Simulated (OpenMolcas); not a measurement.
## N2: geometry relaxation (part 3 of 4)

N2, SMILES N#N; B3LYP/6-31G*, RKS (OpenMolcas 26.06). The geometry comes from this level: PBE0-D4/def2-TZVP.

Geometry of the input (Å):
```
N  0.4655  -0.1503  0.2398
N  -0.4655  0.1503  -0.2398
```

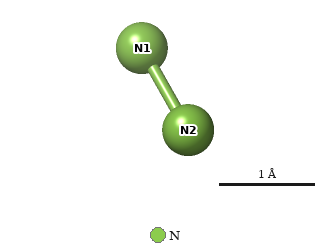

The starting structure (ball-and-stick view, seen at an oblique angle; atoms are numbered from 1 in the order of the input).

Log, continued
```
      DFT functional specifications
      -----------------------------
      Using Libxc version: 6.2.2
      Please cite the following reference:
      S. Lehtola, C. Steigemann, M. J.T. Oliveira, and M. A.L. Marques.,  SoftwareX 7, 1–5 (2018) doi:10.1016/j.softx.2017.11.002

      * B3LYP

++    Optimization specifications:
      ----------------------------

      SCF Algorithm: Conventional
      D(i)-D(i-1) density differences are used
      Number of density matrices in core                 5
      Maximum number of NDDO SCF iterations            400
      Maximum number of HF SCF iterations              400
      Threshold for SCF energy change             1.00E-09
      Threshold for density matrix                1.00E-04
      Threshold for Fock matrix                   1.50E-04
      Threshold for linear dependence             1.00E-09
      Threshold at which DIIS is turned on        1.50E-01
      Maximum depth in the DIIS procedure                5
      Maximum depth in the BFGS Hessian update          30
      Threshold at which QNR/C2DIIS is turned on  7.50E-02
      Threshold for Norm(delta) (QNR/C2DIIS)      1.00E-03
      All orbitals punched on: SCFORB
--

      Detected old SCF orbitals

++ Convergence information
                                   B3LYP      iterations: Energy and convergence statistics

Iter     Tot. B3LYP      One-elec.       Two-elec.     Energy      Max Dij or  Max Fij      DNorm      TNorm      AccCon     Time
         Energy          Energy          Energy        Change      Delta Norm                                                in Sec.
   1  -109.524128872  -205.220386717    72.240985486   0.00E+00    2.69E-06    1.46E-06     4.77E+00   8.99E+01   None         0.
   2  -109.524128872  -205.220357842    72.240956612  -1.05E-11    1.17E-06    6.24E-07     1.02E-05   8.99E+01   EDIIS        0.

       Convergence after   2 Iterations
--

 *****************************************************************************************************************************
 *                                             SCF/KS-DFT Program, Final results                                             *
 *                                                       Final Results                                                       *
 *****************************************************************************************************************************

::    Total KS-DFT energy                            -109.5241288718
      One-electron energy                            -205.2203578424
      Two-electron energy                              72.2409566123
      Nuclear repulsion energy                         23.4552723583
      Kinetic energy (interpolated)                   108.4740792526
      Virial theorem                                    1.0096801893
      Total spin, S(S+1)                                0.0000000000
      Total spin, S                                     0.0000000000
      Max non-diagonal density matrix element           0.0000011693
      Max non-diagonal Fock matrix element              0.0000006242

      No orbitals printed

++    Molecular charges:
      ------------------

      Mulliken charges per centre
      ---------------------------

                N1      N2
      Total    7.0000  7.0000

      N-E      0.0000 -0.0000

      Total electronic charge=   14.000000

      Total            charge=   -0.000000
--

++    Molecular properties:
      ---------------------

      Charge (e):
                      =   -0.0000
      Dipole Moment (debye):
      Origin of the operator (angstrom)=    0.0000    0.0000    0.0000
                   X=  3.8813E-09               Y= -1.2535E-09               Z=  1.9989E-09           Total=  4.5422E-09
      Quadrupole Moment (debye*angstrom):
      Origin of the operator (angstrom)=    0.0000    0.0000    0.0000
                  XX= -1.1187E+01              XY=  3.6731E-01              XZ= -5.8604E-01              YY= -1.0168E+01
                  YZ=  1.8922E-01              ZZ= -1.0351E+01
      In traceless form (debye*angstrom)
                  XX= -9.2737E-01              XY=  5.5097E-01              XZ= -8.7906E-01              YY=  6.0116E-01
                  YZ=  2.8383E-01              ZZ=  3.2621E-01
--

--- Stop Module: last_energy /rc=_RC_ALL_IS_WELL_ ---

>>> END DO

>>> COPY mol.Opt.xyz final.xyz

>>> COPY mol.slapaf.h5 final.slapaf.h5

--- Start Module: mckinley ---

                                             &MCKINLEY

                       available to each process: 1.9 GB of memory, 1 thread

--- Stop Module: mckinley /rc=_RC_INVOKED_OTHER_MODULE_ ---

--- Start Module: slapaf ---

                                              &SLAPAF

                       available to each process: 1.9 GB of memory, 1 thread

++       Slapaf input parameters:
         ------------------------

 Maximum number of iterations:                 0
 Convergence test a la Schlegel.
 Convergence criterion on gradient/para.<=: 3.0E-04
 Convergence criterion on step/parameter<=: 3.0E-04
 Convergence criterion on energy change <=: 0.0E+00
 Parameters for step-restricted optimization
 Maximum step length (initial seed):       3.00E-01

 -RFO activated with parameters:
   Maximum number of data points used in RFO:      5
 Line search is performed

 -Optimization for transition state.
  Optimization method: RS-P-RFO
  No mode to follow is specified!
  Optimization will follow mode with the lowest eigenvalue.

 -Initial Hessian guess is estimated with finite differences.
    Two point symmetric formula, Delta= 1.00E-02

 -Hessian update method: Broyden-Fletcher-Goldfarb-Shanno
  Maximum number of points in Hessian update:  5

 -Relaxation will be done on non-redundant internal coordinates, based on
  force constant weighted redundant internal coordinates.

--

 ******************************************
 * Statistics of the internal coordinates *
 ******************************************
 Translations and Rotations:         0
 Bonds                     :         1
 Angles                    :         0
 Torsions                  :         0
 Out-of-plane angles       :         0

  Accumulate the gradient for selected numerical differentiation.
     1 of     3
--- Stop Module: slapaf /rc=_RC_CONTINUE_LOOP_ ---

--- Start Module: seward ---
--- Stop Module: seward /rc=_RC_ALL_IS_WELL_ ---

--- Start Module: scf ---
--- Stop Module: scf /rc=_RC_ALL_IS_WELL_ ---

--- Start Module: slapaf ---
--- Stop Module: slapaf /rc=_RC_INVOKED_OTHER_MODULE_ ---

--- Start Module: alaska ---
 Rotational correction to the DFT gradient is turned off due to close-to-degeneracy problems!
--- Stop Module: alaska /rc=_RC_ALL_IS_WELL_ ---

--- Start Module: slapaf ---
  Accumulate the gradient for selected numerical differentiation.
     2 of     3
--- Stop Module: slapaf /rc=_RC_CONTINUE_LOOP_ ---

>>> END DO

>>> IF (ITER != 1)

--- Start Module: seward ---
--- Stop Module: seward /rc=_RC_ALL_IS_WELL_ ---

--- Start Module: scf ---
--- Stop Module: scf /rc=_RC_ALL_IS_WELL_ ---

--- Start Module: slapaf ---
--- Stop Module: slapaf /rc=_RC_INVOKED_OTHER_MODULE_ ---

--- Start Module: alaska ---
 Rotational correction to the DFT gradient is turned off due to close-to-degeneracy problems!
--- Stop Module: alaska /rc=_RC_ALL_IS_WELL_ ---

--- Start Module: slapaf ---

  Numerical differentiation is finished!

 Observe that the harmonic oscillator analysis is only valid at stationary points!

 Note that rotational and translational degrees have been automatically removed,
 if the energy is invariant to these degrees of freedom.

 Harmonic frequencies in cm-1

 IR Intensities in km/mol

                        1

     Frequency:      2458.30

     Intensity:    1.145E-06
     Red. mass:     14.00307

     N1         x   -0.16146
     N1         y    0.05213
     N1         z   -0.08318
     N2         x    0.16146
     N2         y   -0.05213
     N2         z    0.08318

++ Thermochemistry

 *********************
 *                   *
 *  THERMOCHEMISTRY  *
 *                   *
 *********************

 Mass-centered Coordinates (angstrom):
 ********************************************************
 Label        X           Y           Z          Mass
 --------------------------------------------------------
 N1         0.000000    0.000000    0.552747     14.00307
 N2        -0.000000   -0.000000   -0.552747     14.00307
 --------------------------------------------------------
 Molecular mass:   28.006148
 Rotational Constants (cm-1):    1.9701    1.9701**********
 Rotational Constants (GHz) :   59.0623   59.0623**********
 Rotational temperatures (K):    2.8345    2.8345**********
 Rotational Symmetry factor:  2
 Vibrational temperature (K):
   3536.94
 Number of trans. and rot. degrees of freedom:  6
 ZPVE                 3.514 kcal/mol      0.005600 au.
 ZPVE corrected energy                 -109.518447 au.

 *****************************************************
 Temperature =     0.00 kelvin, Pressure =   1.00 atm
 -----------------------------------------------------
 Molecular Partition Function and Molar Entropy:
                        q/V (M**-3)    S(kcal/mol*K)
 Electronic            1.000000E+00        0.000
 Translational         1.000000E+00        0.000
 Rotational            1.000000E+00        2.981
 Vibrational           1.000000E+00        0.000
 TOTAL                 1.000000E+00        2.981

 Thermal contributions to INTERNAL ENERGY:
 Electronic           0.000 kcal/mol      0.000000 au.
 Translational        0.000 kcal/mol      0.000000 au.
 Rotational           0.000 kcal/mol      0.000000 au.
 Vibrational          3.514 kcal/mol      0.005600 au.
 TOTAL                3.514 kcal/mol      0.005600 au.

 Thermal contributions to
 ENTHALPY             3.514 kcal/mol      0.005600 au.
 GIBBS FREE ENERGY    3.514 kcal/mol      0.005600 au.

 Sum of energy and thermal contributions
 INTERNAL ENERGY                       -109.518447 au.
 ENTHALPY                              -109.518447 au.
 GIBBS FREE ENERGY                     -109.518447 au.
 -----------------------------------------------------

 *****************************************************
 Temperature =   100.00 kelvin, Pressure =   1.00 atm
 -----------------------------------------------------
 Molecular Partition Function and Molar Entropy:
                        q/V (M**-3)    S(kcal/mol*K)
 Electronic            1.000000E+00        0.000
 Translational         8.808062E+26       30.497
 Rotational            2.002387E-06      -23.094
 Vibrational           2.087537E-08        0.000
 TOTAL                 3.681821E+13        7.403

 Thermal contributions to INTERNAL ENERGY:
 Electronic           0.000 kcal/mol      0.000000 au.
 Translational        0.298 kcal/mol      0.000475 au.
 Rotational           0.298 kcal/mol      0.000475 au.
 Vibrational          3.514 kcal/mol      0.005600 au.
 TOTAL                4.110 kcal/mol      0.006550 au.

 Thermal contributions to
 ENTHALPY             4.309 kcal/mol      0.006867 au.
 GIBBS FREE ENERGY    3.569 kcal/mol      0.005687 au.

 Sum of energy and thermal contributions
 INTERNAL ENERGY                       -109.517497 au.
 ENTHALPY                              -109.517181 au.
 GIBBS FREE ENERGY                     -109.518361 au.
 -----------------------------------------------------

 *****************************************************
 Temperature =   273.15 kelvin, Pressure =   1.00 atm
 -----------------------------------------------------
 Molecular Partition Function and Molar Entropy:
                        q/V (M**-3)    S(kcal/mol*K)
 Electronic            1.000000E+00        0.000
 Translational         3.976328E+27       35.489
 Rotational            9.039615E-06      -20.098
 Vibrational           1.542500E-03        0.000
 TOTAL                 5.544434E+19       15.391

 Thermal contributions to INTERNAL ENERGY:
 Electronic           0.000 kcal/mol      0.000000 au.
 Translational        0.814 kcal/mol      0.001298 au.
 Rotational           0.814 kcal/mol      0.001298 au.
 Vibrational          3.514 kcal/mol      0.005600 au.
 TOTAL                5.143 kcal/mol      0.008195 au.

 Thermal contributions to
 ENTHALPY             5.686 kcal/mol      0.009060 au.
 GIBBS FREE ENERGY    1.482 kcal/mol      0.002361 au.

 Sum of energy and thermal contributions
 INTERNAL ENERGY                       -109.515852 au.
 ENTHALPY                              -109.514987 au.
 GIBBS FREE ENERGY                     -109.521687 au.
 -----------------------------------------------------

 *****************************************************
 Temperature =   298.15 kelvin, Pressure =   1.00 atm
 -----------------------------------------------------
 Molecular Partition Function and Molar Entropy:
                        q/V (M**-3)    S(kcal/mol*K)
 Electronic            1.000000E+00        0.000
 Translational         4.534533E+27       35.924
 Rotational            1.030862E-05      -19.837
 Vibrational           2.654580E-03        0.000
 TOTAL                 1.240877E+20       16.087

 Thermal contributions to INTERNAL ENERGY:
 Electronic           0.000 kcal/mol      0.000000 au.
 Translational        0.889 kcal/mol      0.001416 au.
 Rotational           0.889 kcal/mol      0.001416 au.
 Vibrational          3.514 kcal/mol      0.005600 au.
 TOTAL                5.292 kcal/mol      0.008433 au.

 Thermal contributions to
 ENTHALPY             5.884 kcal/mol      0.009377 au.
 GIBBS FREE ENERGY    1.088 kcal/mol      0.001734 au.

 Sum of energy and thermal contributions
 INTERNAL ENERGY                       -109.515615 au.
 ENTHALPY                              -109.514671 au.
 GIBBS FREE ENERGY                     -109.522314 au.
 -----------------------------------------------------

 *****************************************************
 Temperature =   323.15 kelvin, Pressure =   1.00 atm
 -----------------------------------------------------
 Molecular Partition Function and Molar Entropy:
                        q/V (M**-3)    S(kcal/mol*K)
 Electronic            1.000000E+00        0.000
 Translational         5.116660E+27       36.324
 Rotational            1.163200E-05      -19.597
 Vibrational           4.200386E-03        0.000
 TOTAL                 2.499943E+20       16.727

 Thermal contributions to INTERNAL ENERGY:
 Electronic           0.000 kcal/mol      0.000000 au.
 Translational        0.963 kcal/mol      0.001535 au.
 Rotational           0.963 kcal/mol      0.001535 au.
 Vibrational          3.514 kcal/mol      0.005601 au.
 TOTAL                5.441 kcal/mol      0.008671 au.

 Thermal contributions to
 ENTHALPY             6.083 kcal/mol      0.009694 au.
 GIBBS FREE ENERGY    0.678 kcal/mol      0.001080 au.

 Sum of energy and thermal contributions
 INTERNAL ENERGY                       -109.515377 au.
 ENTHALPY                              -109.514354 au.
 GIBBS FREE ENERGY                     -109.522968 au.
 -----------------------------------------------------

 *****************************************************
 Temperature =   373.15 kelvin, Pressure =   1.00 atm
 -----------------------------------------------------
 Molecular Partition Function and Molar Entropy:
                        q/V (M**-3)    S(kcal/mol*K)
 Electronic            1.000000E+00        0.000
 Translational         6.349003E+27       37.039
 Rotational            1.443355E-05      -19.168
 Vibrational           8.745439E-03        0.002
 TOTAL                 8.014205E+20       17.872

 Thermal contributions to INTERNAL ENERGY:
 Electronic           0.000 kcal/mol      0.000000 au.
 Translational        1.112 kcal/mol      0.001773 au.
 Rotational           1.112 kcal/mol      0.001773 au.
 Vibrational          3.515 kcal/mol      0.005601 au.
 TOTAL                5.739 kcal/mol      0.009146 au.

 Thermal contributions to
 ENTHALPY             6.481 kcal/mol      0.010328 au.
 GIBBS FREE ENERGY   -0.188 kcal/mol     -0.000300 au.

 Sum of energy and thermal contributions
 INTERNAL ENERGY                       -109.514902 au.
 ENTHALPY                              -109.513720 au.
 GIBBS FREE ENERGY                     -109.524348 au.
 -----------------------------------------------------

 *****************************************************
 Temperature =   473.15 kelvin, Pressure =   1.00 atm
 -----------------------------------------------------
 Molecular Partition Function and Molar Entropy:
                        q/V (M**-3)    S(kcal/mol*K)
 Electronic            1.000000E+00        0.000
 Translational         9.065226E+27       38.219
 Rotational            2.060850E-05      -18.461
 Vibrational           2.382347E-02        0.010
 TOTAL                 4.450718E+21       19.767

 Thermal contributions to INTERNAL ENERGY:
 Electronic           0.000 kcal/mol      0.000000 au.
 Translational        1.410 kcal/mol      0.002248 au.
 Rotational           1.410 kcal/mol      0.002248 au.
 Vibrational          3.518 kcal/mol      0.005607 au.
 TOTAL                6.339 kcal/mol      0.010102 au.

 Thermal contributions to
 ENTHALPY             7.279 kcal/mol      0.011600 au.
 GIBBS FREE ENERGY   -2.074 kcal/mol     -0.003305 au.

 Sum of energy and thermal contributions
 INTERNAL ENERGY                       -109.513946 au.
 ENTHALPY                              -109.512448 au.
 GIBBS FREE ENERGY                     -109.527352 au.
 -----------------------------------------------------
--

++    Isotopic shifts:
      ----------------

 ****************************************
 * Isotope shifted frequencies in cm-1  *
 ****************************************

  Single substitutions:
  -----------------------

 Masses:
 =======
  15  14

 Frequencies:
 ============
                         1         2         3         4         5         6

            Freq.      i0.00     i0.00      0.00      0.00      0.00   2417.10

  Full substitutions:
  -----------------------

 Masses:
 =======
  15  15

 Frequencies:
 ============
                         1         2         3         4         5         6

            Freq.      i0.00      0.00      0.00      0.00      0.00   2375.19

--

++ Principal components of the normal modes
   ----------------------------------------

   (Only contributions larger than 0.50 times the maximum are printed)

      Mode      1
        Frequency:         2458.30 cm-1
      ---------------------------------
        Bond N2 N1              -1.0000
      ---------------------------------
--

--- Stop Module: slapaf /rc=_RC_ALL_IS_WELL_ ---

>>> END DO

>>> EXPORT MOLCAS_TRAP = UNKNOWN_VARIABLE

>>> EXPORT MOLCAS_MAXITER = 50

.##################.
.# Happy landing! #.
.##################.

    Timing: Wall=6.93 User=5.06 System=1.78
```
